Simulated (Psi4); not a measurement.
# HfHCl3O (SMILES Cl[Hf](Cl)(Cl)O) at PBE/def2-SVP (core potential)

What is the energy change on altering one bond length of HfHCl3O at PBE/def2-SVP (core potential)? 

The results are computed with Psi4 1.11.

19 further runs of the same task are left out: 19 that didn't finish. Runs told in other sessions of the task aren't counted.

## 1. The molecule

HfHCl3O: 6 atoms, total charge 0, spin state singlet. SMILES: `Cl[Hf](Cl)(Cl)O`. The coordinates come from a PBE0-D4/def2-TZVP relaxation.

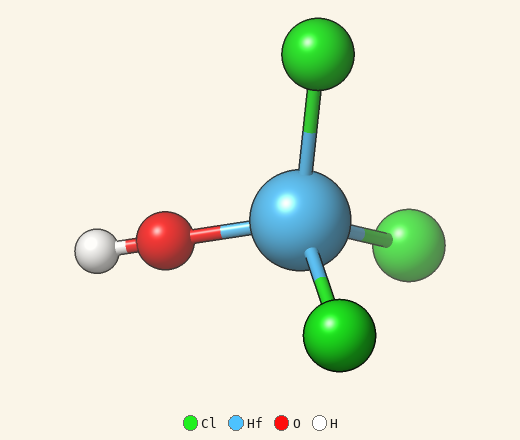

The structure, seen from a chosen angle (chlorine green, hafnium blue, oxygen red, hydrogen white).

## 2. Energy and forces at PBE/def2-SVP (core potential)

Input file cl3hhfo.inp:

```
memory 2200 mb

molecule geom {
  0 1
  Cl     0.876760    -0.101050    -2.336560
  Hf    -0.022850    -0.350510    -0.194310
  Cl    -2.262380    -0.999350    -0.349730
  Cl     1.185990    -1.965090     0.985740
  O      0.084060     1.291990     0.717110
  H      0.138420     2.124020     1.177740
  symmetry c1
}

set {
  basis def2-SVP
  reference rks
  puream true
  e_convergence 1e-09
  d_convergence 1e-08
  scf_type pk
  dft_radial_points 99
  dft_spherical_points 590
}

energy_value, wavefunction = gradient('pbe', return_wfn=True)
oeprop(wavefunction, 'MAYER_INDICES', 'QUADRUPOLE', 'WIBERG_LOWDIN_INDICES')
```

Run with:

```console
$ psi4 -n 1 cl3hhfo.inp cl3hhfo.out
```

cl3hhfo.out (excerpt; [...] marks lines left out):

```text
[...]
    !!!  WARNING: ECP capability is in beta. Please check occupations closely.  !!!
[...]
  Running in c1 symmetry.
[...]
  Nuclear repulsion =  361.304236897644159
[...]
  Multiplicity = 1
[...]
  Nalpha       = 36
  Nbeta        = 36
[...]
    Number of basis functions: 105
[...]
   @RKS iter   1: -1503.36265888754588   -2.50513e-01   7.98927e-03 ADIIS/DIIS
[...]
   @RKS iter  13: -1503.64523113480345   -1.13687e-12   1.77111e-09 DIIS
[...]
    Orbital Energies [Eh]
    ---------------------
    Doubly Occupied:
       1A   -100.640607     2A   -100.640578     3A   -100.640575
       4A    -18.797206     5A     -9.176707     6A     -9.176687
       7A     -9.176683     8A     -7.001953     9A     -7.001938
      10A     -7.001935    11A     -6.999466    12A     -6.999462
      13A     -6.999438    14A     -6.999138    15A     -6.999134
      16A     -6.999131    17A     -2.399302    18A     -1.295850
      19A     -1.286363    20A     -1.286363    21A     -0.904115
      22A     -0.740732    23A     -0.731946    24A     -0.731943
      25A     -0.494406    26A     -0.354402    27A     -0.346028
      28A     -0.346028    29A     -0.331370    30A     -0.331366
      31A     -0.309290    32A     -0.309289    33A     -0.306702
      34A     -0.291258    35A     -0.291256    36A     -0.287767
[...]
  @RKS Final Energy: -1503.64523113480345
   => Energetics <=
    Nuclear Repulsion Energy =            361.3042368976441594
    One-Electron Energy =               -2810.5468999980789704
    Two-Electron Energy =                1044.7045710225804669
    DFT Exchange-Correlation Energy =     -99.1071390569493929
    Empirical Dispersion Energy =           0.0000000000000000
    VV10 Nonlocal Energy =                  0.0000000000000000
    Total Energy =                      -1503.6452311348034527
[...]
  -Total Gradient:
     Atom            X                  Y                   Z
    ------   -----------------  -----------------  -----------------
       1       -0.002624117509    -0.001000348995     0.006118548663
       2        0.000359883795     0.005579751038     0.003102669411
       3        0.006545827663     0.001638409448     0.000302352625
       4       -0.003563045131     0.004477924306    -0.003581659280
       5        0.000153821664     0.002356366297     0.001297381871
       6       -0.000854337283    -0.013095820168    -0.007257179342
[...]
 Multipole Moments:
 ------------------------------------------------------------------------------------
     Multipole            Electronic (a.u.)      Nuclear  (a.u.)        Total (a.u.)
 ------------------------------------------------------------------------------------
 L = 1.  Multiply by 2.5417464519 to convert [e a0] to [Debye]
 Dipole X            :          1.1347124           -1.0679408            0.0667716
 Dipole Y            :         17.4376649          -16.4137509            1.0239140
 Dipole Z            :          9.6782156           -9.1107516            0.5674641
 Magnitude           :                                                    1.1725501
 L = 2.  Multiply by 1.3450342976 to convert [e a0^2] to [Debye ang]
 Quadrupole XX       :       -495.1365846          442.6869220          -52.4496626
 Quadrupole XY       :         11.5509836          -11.0836522            0.4673314
[...]
```

Wall time 23 s (1 thread of Intel Xeon 6975P-C (Granite Rapids), shared host); peak memory 0.79 GiB.

## 3. The distorted shape

Input file job.in:

```
memory 2200 mb

molecule {
  0 1
  Cl     1.91187371    -0.12023571    -5.02278244
  Hf    -0.04318024    -0.66236790    -0.36719268
  Cl    -4.27527859    -1.88849780    -0.66089392
  Cl     2.24119629    -3.71348191     1.86277863
  O      0.15885038     2.44150726     1.35514150
  H      0.26157589     4.01381608     2.22560605
  units bohr
  symmetry c1
  no_reorient
  no_com
}

set basis def2-SVP
set puream true
set e_convergence 1e-09
set d_convergence 1e-08
set scf_type pk
set dft_radial_points 99
set dft_spherical_points 590

e, wfn = gradient("pbe", return_wfn=True)
oeprop(wfn, "QUADRUPOLE", "LOWDIN_CHARGES", "WIBERG_LOWDIN_INDICES")
```

Run with:

```console
$ psi4 job.in job.out -n 1
```

job.out (excerpt; [...] marks lines left out):

```text
[...]
    !!!  WARNING: ECP capability is in beta. Please check occupations closely.  !!!
[...]
  Running in c1 symmetry.
[...]
  Nuclear repulsion =  347.778877733413310
[...]
  Multiplicity = 1
[...]
  Nalpha       = 36
  Nbeta        = 36
[...]
    Number of basis functions: 105
[...]
   @RKS iter   1: -1503.32663142967726   -3.29396e-01   8.20961e-03 ADIIS/DIIS
[...]
   @RKS iter  14: -1503.62600602145426   -2.27374e-13   1.79801e-09 DIIS
[...]
  @RKS Final Energy: -1503.62600602145426
   => Energetics <=
    Nuclear Repulsion Energy =            347.7788777334133101
    One-Electron Energy =               -2783.4061815815966838
    Two-Electron Energy =                1031.0395346618379335
    DFT Exchange-Correlation Energy =     -99.0382368351091316
    Empirical Dispersion Energy =           0.0000000000000000
    VV10 Nonlocal Energy =                  0.0000000000000000
    Total Energy =                      -1503.6260060214542591
[...]
  -Total Gradient:
     Atom            X                  Y                   Z
    ------   -----------------  -----------------  -----------------
       1        0.019376586151     0.005079224867    -0.046351316652
       2       -0.021276487109    -0.001786518986     0.053638008782
       3        0.002675384120     0.000576893654    -0.000935066341
       4       -0.000826613482     0.001555328088    -0.002293168479
       5        0.000817004671     0.008323170081     0.003898552013
       6       -0.000781413865    -0.013722886883    -0.007898202373
[...]
 Multipole Moments:
 ------------------------------------------------------------------------------------
     Multipole            Electronic (a.u.)      Nuclear  (a.u.)        Total (a.u.)
 ------------------------------------------------------------------------------------
 L = 1.  Multiply by 2.5417464519 to convert [e a0] to [Debye]
 Dipole X            :          0.8601823           -1.0633300           -0.2031477
 Dipole Y            :         82.6041829          -81.6802028            0.9239801
 Dipole Z            :         57.4869046          -56.2948355            1.1920691
 Magnitude           :                                                    1.5218532
 L = 2.  Multiply by 1.3450342976 to convert [e a0^2] to [Debye ang]
 Quadrupole XX       :       -511.1219974          458.5485555          -52.5734419
 Quadrupole XY       :          3.9756899           -3.6414669            0.3342230
[...]
```

Run time: 17 s. Hardware: 1 thread of Intel Xeon 6975P-C (Granite Rapids), shared host; peak memory 0.78 GiB.

## 4. Results

Level: PBE/def2-SVP (core potential).

```
                                                           quantity           value
                                          first shape: total energy  -1503.64523 Eh
                                         first shape: dipole moment          2.98 D
                                           first shape: HOMO energy        -7.83 eV
                                           first shape: LUMO energy        -2.12 eV
                                         first shape: HOMO–LUMO gap         5.71 eV
                              first shape: largest force on an atom      0.771 eV/Å
                                      distorted shape: total energy  -1503.62601 Eh
                                     distorted shape: dipole moment          3.87 D
                                       distorted shape: HOMO energy        -7.05 eV
                                       distorted shape: LUMO energy        -2.68 eV
                                     distorted shape: HOMO–LUMO gap         4.37 eV
                          distorted shape: largest force on an atom      2.969 eV/Å
energy change with the Cl1–Hf2 bond stretched from 2.337 to 2.687 Å        0.523 eV
```

What this shows: With the Cl1–Hf2 bond stretched from 2.337 to 2.687 Å the energy rises by 0.52 eV (12.1 kcal/mol). The first shape isn't relaxed at this level, so the change isn't measured from a minimum. The largest force (first shape) is 0.77 eV/Å: the shape isn't a stationary point for this species at this level.
